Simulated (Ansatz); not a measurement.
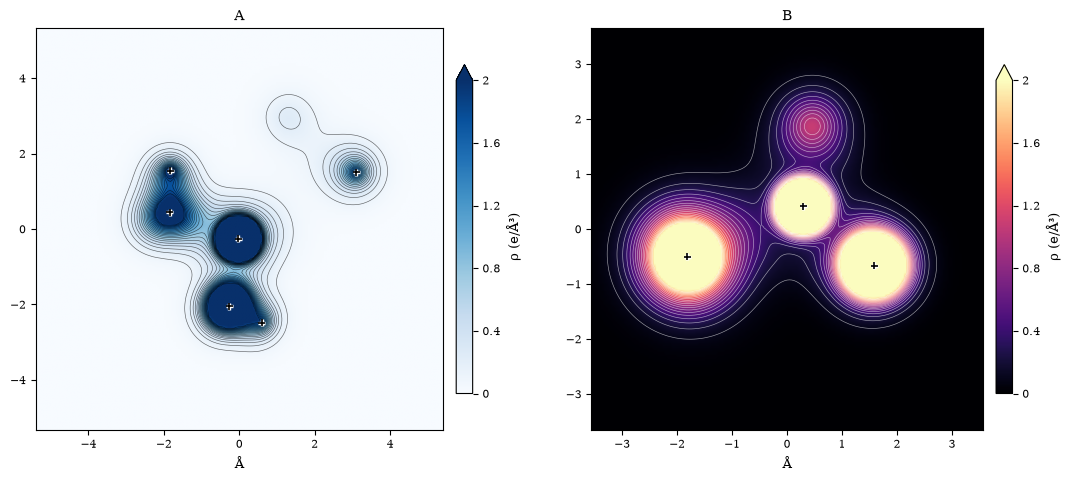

The electron density of 2 systems, each on a plane through atoms (crosses mark nuclei in the plane).

The calculation used Ansatz 0.2.0, RKS PBE/def2-SVP.

System 1: AlBrF$_{2}$H$_{2}$O$_{2}$, the plane of atoms Br2, Al1 and F3. 

```yaml
atoms:
  - { symbol: Al, position_ang: [0.0650, -1.1065, -0.0362] }
  - { symbol: Br, position_ang: [0.9532, -0.3525, -2.0175] }
  - { symbol: F, position_ang: [-1.5587, -1.5407, -0.0522] }
  - { symbol: F, position_ang: [1.1111, -1.8702, 1.0167] }
  - { symbol: H, position_ang: [0.7002, 1.4967, -0.5819] }
  - { symbol: O, position_ang: [0.3880, 1.8217, 0.3144] }
  - { symbol: O, position_ang: [-0.3565, 0.6606, 0.7557] }
  - { symbol: H, position_ang: [-1.3024, 0.8908, 0.6009] }
```

System 2: CH$_{8}$GeNOSb (SMILES [CH3][GeH]([OH])[NH][SbH2]), the plane of atoms Ge2, C1 and H7. Core potentials replace the inner electrons of Sb.

```xyz
13

C    -0.8284   -1.6501    1.4002
Ge    0.3578   -0.3209    0.5924
O     1.9765   -1.1242    0.6306
N    -0.0121    0.1099   -1.1751
Sb   -1.2706    1.6358   -1.8108
H    -0.7720   -2.5988    0.8315
H    -1.8746   -1.2870    1.3981
H    -0.5187   -1.8475    2.4454
H     0.3669    1.0487    1.3345
H     2.6252   -0.5726    0.1542
H    -0.0940   -0.7029   -1.7990
H    -2.4855    1.5504   -0.5476
H    -0.4437    2.8571   -0.8904
```

Question: Which map belongs to which system?

Answer: Panel A is system 2, CH$_{8}$GeNOSb: the plane holds C, Ge, O and H. Ge–O (1.81 Å): ρ at the midpoint is about 0.91 e/Å³. Panel B is system 1, AlBrF$_{2}$H$_{2}$O$_{2}$: the plane holds Al, Br and F. Al–F (1.68 Å): ρ is about 0.76 e/Å³ halfway.
